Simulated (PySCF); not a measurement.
Vertical excitations of a molecule C₅H₅FSi from PySCF 2.14.0 with TDDFT-PBE/def2-SVPD, as energy in eV (oscillator strength): 5.38 (0.003), 5.50 (0.001), 5.62 (0.012), 5.86 (0.005), 5.88 (0.001), 6.12 (0.010), 6.27 (0.114), 6.29 (0.024), 6.63 (0.001), 6.72 (0.001). Lowest triplet (TDA): 4.69 eV. Geometry: ωB97X-D3(BJ)/def2-SVP. Other conformers were not sampled.

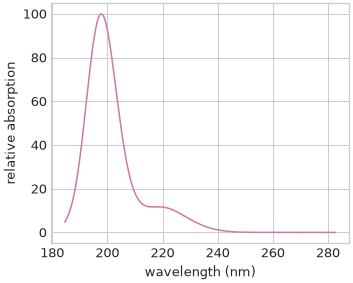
*The lines broadened by 0.4 eV.*

Pick the molecule that these values belong to.
A. C#C[Si@H]1C=C(F)C1
B. C#CC([SiH3])=C=CF
C. C#C[Si](C)(F)C#C
D. C#CC[Si@@H](F)C#C

C, C#C[Si](C)(F)C#C
